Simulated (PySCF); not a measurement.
Consider C$_{5}$H$_{11}$FSSi (SMILES CC(C)([SiH3])C(=S)CF).

The calculation's input:

```
{"job": {"kind": "nmr", "xc": "PBE0", "basis": "pcSseg-1"}, "charge": 0, "multiplicity": 1}
C     -1.461735    -0.919545     0.796528
C     -0.351259    -0.175269     0.054970
C     -0.197674    -0.753672    -1.352705
Si    -0.898750     1.699929    -0.072635
C      0.898020    -0.160547     0.824818
S      0.960867    -0.355429     2.448928
C      2.218173     0.029490     0.132017
F      2.183961     0.948161    -0.890093
H     -1.648346    -0.479729     1.772435
H     -1.173522    -1.959497     0.950556
H     -2.384407    -0.897615     0.221597
H      0.513314    -0.197874    -1.955705
H      0.127504    -1.793353    -1.298304
H     -1.157644    -0.730213    -1.864216
H      0.064003     2.452085    -0.863658
H     -1.015568     2.205528     1.291738
H     -2.202802     1.648352    -0.734700
H      2.975536     0.370910     0.843688
H      2.540524    -0.922460    -0.312720
```

Run with:

```sh
OMP_NUM_THREADS=1 python probes_run.py task.json out
```

Geometry: GFN2-xTB.

These are results of PBE0/pcSseg-1, SCF density, gas phase, non-relativistic in PySCF, not measurements.

Question: Predict the electron density and electron localisation function between the atoms.

Answer: C–C (1.47 Å): ρ is about 1.8 e/Å³ halfway; the ELF peaks at about 0.95 between the atoms (a covalent bond).
C–H (1.09 Å): the density is about 2 e/Å³ at the midpoint; the ELF climbs to about 1 towards the hydrogen, as it does in any bond to H; a covalent bond by its length.
C–C (1.53 Å): ρ is about 1.6 e/Å³ halfway; the ELF peaks at about 0.95 between the atoms: localised, covalent bonding.

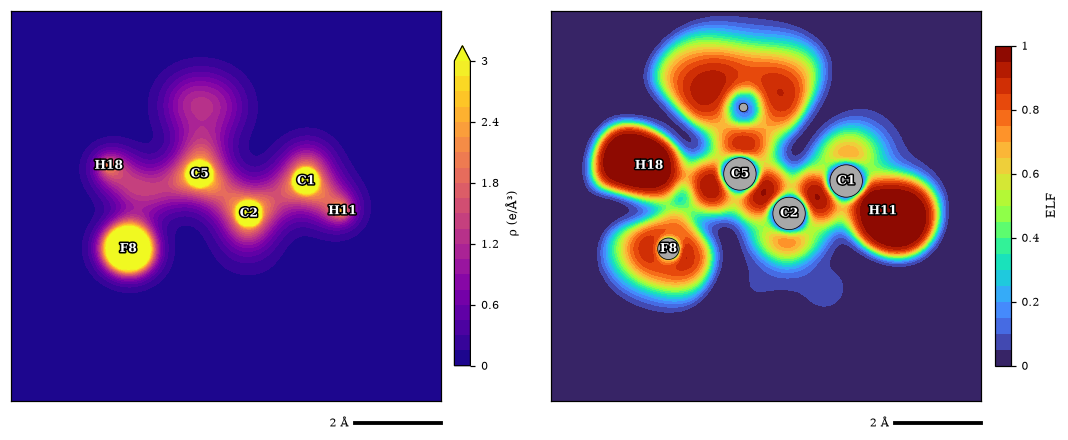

Computed electron density and electron localisation function on the plane of atoms C1, C2 and C5, in this order. Grey discs cover the atomic cores in the ELF map. 
